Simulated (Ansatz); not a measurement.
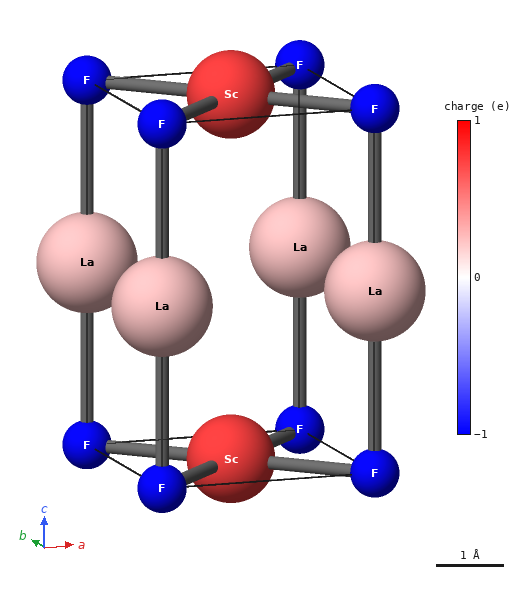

This ball-and-stick model is shown slightly off an axis. The parallelepiped is the simulation cell. The atoms of this LaScF cell are coloured by their Bader charge.

Level of theory and settings: DFT PBE, scalar-relativistic, plane waves, PAW (Ansatz 0.2.0), an energy cutoff of 420 eV, a 14×14×8 mesh of k-points, Gaussian smearing of 0.1 eV, no spin polarisation.

Q: Which elements give up electrons and which take them?

A: Most positive: Sc; most negative: F. Charges: about La +0.2 e; Sc +0.7 e; F -1.0 e.

Provenance: a random cell made by a generator, so it need not be a real form of the compound. Earlier steps of the study may have refined or changed the cell and positions. It was the input of a calculation with Ansatz.
